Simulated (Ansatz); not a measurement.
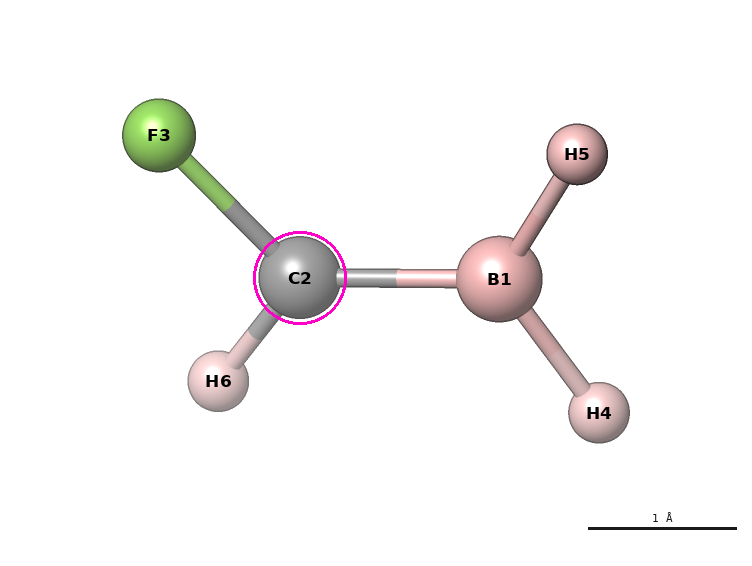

Figure made from data computed with Ansatz.

Orthographic view. Depth is shown by fading: the farther an atom, the more it takes the colour of the background. The species has charge −1 and is a spin singlet. Geometry: atoms displaced at random (about 0.02 Å) from a stationary point of PBE0-D4.

### Name the neighbours of the circled atom.

The circled atom is C2; it is bonded to B1, F3, H6.

### Which atom is nearest the viewer?

H5, 0.9 Å in front of the mean position.

### Which atom is farthest from the viewer?

H6, 0.8 Å behind the mean position.
